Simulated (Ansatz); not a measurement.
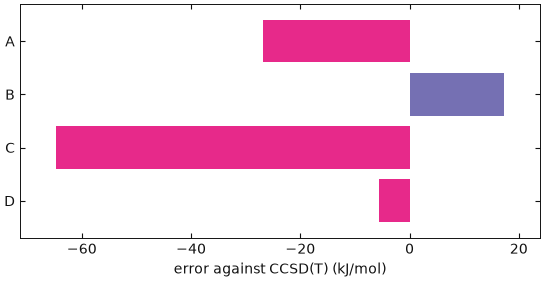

Error in the electronic atomisation energy (method less reference, so positive means overbinding) of CH₉NOSi₂, SMILES CO[SiH2]N[SiH3]: functionals in def2-TZVPP against frozen-core CCSD(T) at the limit (MP2 extrapolated from triple and quadruple zeta, plus CCSD(T) less MP2 in a smaller set), which gives 4889.7 kJ/mol, at a PBE0-D4/def2-TZVP geometry (no frequency check), no zero-point or spin-orbit term, the Ansatz code. The reference leaves out core correlation, a term that grows with the number of heavy atoms. B2PLYP holds a correlation term that converges slowly with the basis, so part of the distance to the limit is basis error. No dispersion term is added to B2PLYP.

The letters stand for B2PLYP, B3LYP-D4, r2SCAN-D4 and ωB97X-V. Which is which?

Answer. A: r2SCAN-D4 (−26.8 kJ/mol); B: ωB97X-V (17.3 kJ/mol); C: B2PLYP (−64.7 kJ/mol); D: B3LYP-D4 (−5.7 kJ/mol).

Caveats, for all or some of the runs: one conformer of a flexible molecule.
